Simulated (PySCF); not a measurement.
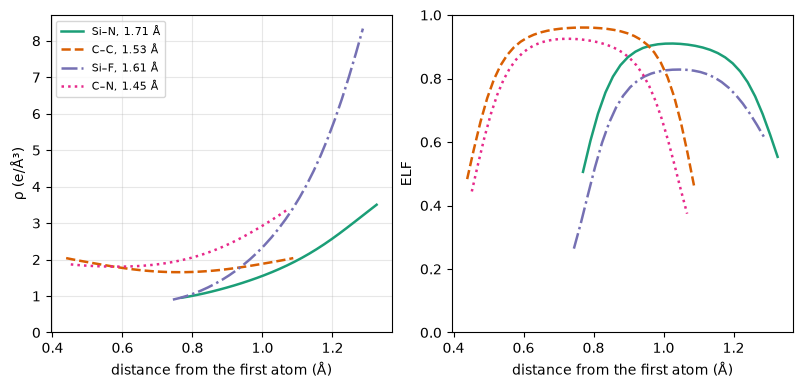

The picture shows: C2H8FNSi (SMILES CCN[SiH2]F). Electron density and ELF along straight lines between neighbouring atoms. The curves leave out the atomic cores.

Geometry: GFN2-xTB.

Computed with PySCF, PBE0/pcSseg-1, SCF density, gas phase, non-relativistic.

```tsv
atom	x (Å)	y (Å)	z (Å)
C	-1.7256	-0.1725	-0.0431
C	-0.5687	0.7204	0.3996
N	0.6582	-0.0103	0.6352
Si	1.8063	-0.3838	-0.5772
F	2.0662	1.0077	-1.3413
H	-1.4727	-0.6783	-0.9720
H	-2.6216	0.4224	-0.1996
H	-1.9368	-0.9252	0.7145
H	-0.3648	1.4666	-0.3696
H	-0.8439	1.2463	1.3210
H	0.5626	-0.6566	1.4039
H	3.0302	-0.7631	0.1046
H	1.4062	-1.2732	-1.6655
```

Q: Compare the contacts.

A: Si–N (1.71 Å): the density is about 1.1 e/Å³ at the midpoint; the ELF peaks at about 0.90 between the atoms, as expected for a shared but strongly polarised pair.
C–C (1.53 Å): ρ at the midpoint is about 1.7 e/Å³; the ELF peaks at about 0.95 between the atoms (a covalent bond).
Si–F (1.61 Å): the density is about 1.1 e/Å³ at the midpoint; the ELF peaks at about 0.85 in the valence shell of F, 0.6 Å from its nucleus, and is about 0.50 at the midpoint.
C–N (1.45 Å): ρ is about 1.9 e/Å³ halfway; the ELF peaks at about 0.95 between the atoms; a shared electron pair.
